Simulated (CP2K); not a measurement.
Consider chlorobenzene at its PBE geometry (Å).

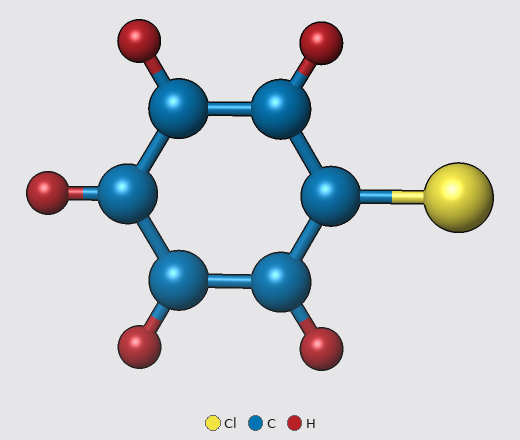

The molecule (chlorine yellow, carbon blue, hydrogen red).

```xyz
12

Cl    3.0684    0.2228   -0.0016
C     1.3259    0.0956   -0.0007
C     0.5545    1.2609    0.0118
C    -0.8386    1.1521    0.0123
C    -1.4514   -0.1047    0.0007
C    -0.6638   -1.2603   -0.0117
C     0.7306   -1.1685   -0.0122
H     1.0405    2.2349    0.0217
H    -1.4461    2.0572    0.0230
H    -2.5381   -0.1842    0.0012
H    -1.1340   -2.2437   -0.0217
H     1.3522   -2.0620   -0.0229
```

Method: CP2K XAS_TDP, all-electron GAPW, PBEh(45%), aug-pc-1, TDA, ZORA, spin–orbit coupling.

**Question.** Where do the Cl L₂,₃-edge lines lie, and how strong are they?

Leading lines: Cl1 199.37 eV. The leading line of an atom is its first one with 35 % of the strongest within 2.5 eV of its lowest line over the strength cut. 

The first six lines of each atom with a strength over 0.0003:

```
             atom  energy (eV)  states  strength, one atom
Cl1 (bonded to C)       199.37       2              0.0072
                        200.84       1              0.0005
                        200.89       2              0.0046
                        201.64       2              0.0010
                        201.76       2              0.0006
                        201.80       1              0.0014
```

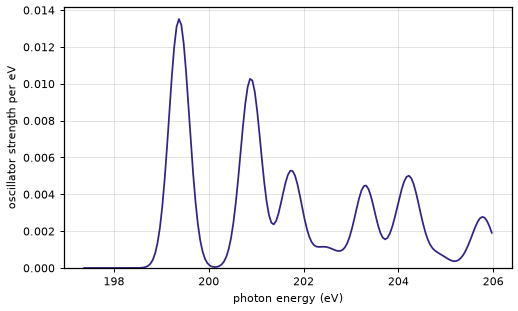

All atoms added, broadened by 0.5 eV.

Lines are vertical, at one geometry, with no vibrational structure. Without a correction of the core level, line positions, and the gaps between valence and Rydberg lines, follow the share of exact exchange. Rydberg lines, and the discretised continuum above threshold, depend on the basis and the box.

[Banner, clock and machine lines of the logs are left out without a mark of their own.]

[Logs are printed without paths, hosts, clocks, repeated set-up lines and the standing remarks that a program may print on its own settings, such as how far it seeks lower states.]

[Hosts, paths, dates, database ids (printed as entryN), source tags and the programs' standing remarks are cut or masked in the printed files.]
